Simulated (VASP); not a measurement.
Here is the system:

```yaml
crystal:
  lattice:
    - [4.26600, 0.00000, 0.00000]
    - [0.00000, 4.26600, 0.00000]
    - [0.00000, 0.00000, 9.00903]
  atoms:
    - { symbol: Sr, position: [0.50000, 0.00000, 0.14819] }
    - { symbol: Sr, position: [0.00000, 0.50000, 0.85181] }
    - { symbol: I, position: [0.50000, 0.00000, 0.67295] }
    - { symbol: I, position: [0.00000, 0.50000, 0.32705] }
    - { symbol: F, position: [0.50000, 0.50000, 0.00000] }
    - { symbol: F, position: [0.00000, 0.00000, 0.00000] }
```

The numbers are results of r2SCAN meta-GGA, VASP's PBE PAW potentials (set 64) (plane waves; VASP), not measurements. Settings: 520 eV cut-off, 6×6×3 Γ-centred mesh, tetrahedra with Blöchl corrections, potentials Sr_sv I F.

Unless said otherwise, spin-orbit coupling is left out, though it shifts the bands of the heavy elements here.

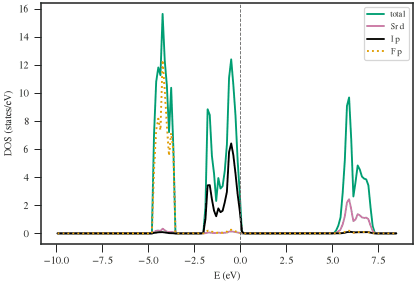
*Total and projected density of states, zero at the valence-band maximum*

Within 2 eV below the valence-band maximum the largest weight inside VASP's projection spheres is I p.

The gap is direct, 5.07 eV, from the valence maximum at Γ to the conduction minimum at Γ.

The structure comes from a computed database's SrIF entry (P4/nmm); how it stands against other phases isn't given here. It was relaxed first.
